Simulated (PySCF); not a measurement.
# CH6NOSi: the cost of one run

Programs: PySCF 2.14.0, with routines of our own; each step states its level. All values are computed. Atoms count from 0.

1 further run of the same task is left out (for a known fault of the program).

### Step 1. The starting structure

10 atoms, charge 0, multiplicity 2; geometry from: GFN2-xTB.

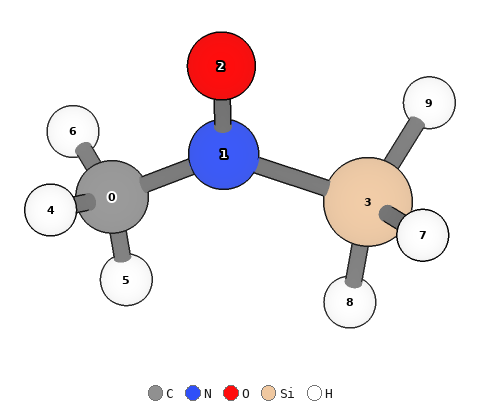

The starting geometry (carbon grey, nitrogen blue, oxygen red, silicon light orange, hydrogen white).

### Step 2. Open-shell or spin-flip excitations: unrestricted TDDFT B3LYP/def2-SVPD

Job settings and geometry (Å):

```
{"job": {"kind": "uabs", "xc": "B3LYP", "basis": "def2-SVPD", "nstates": 10, "tda": false}, "charge": 0, "multiplicity": 2}
C     -1.424132    -0.114785     0.049307
N     -0.136560     0.481697    -0.177599
O     -0.110220     1.665615    -0.676639
Si     1.465443    -0.190301     0.073620
H     -2.063828     0.586067     0.589494
H     -1.297559    -1.029774     0.621065
H     -1.906848    -0.338968    -0.905679
H      2.161916     0.714769     0.981592
H      1.204022    -1.508473     0.653159
H      2.116648    -0.261193    -1.230848
```

Level: unrestricted TDDFT B3LYP/def2-SVPD, vertical, gas phase, core orbitals frozen in the response.

Launch:

```console
> OMP_NUM_THREADS=1 python excited_run.py task.json out
```

The driver reads the jobs from task.json and runs them one after another.

**Question.** How long does this first job take on 1 thread of Arm Neoverse V2, shared host, and how much memory does it need?

About 20 s, with a peak of 0.54 GiB.
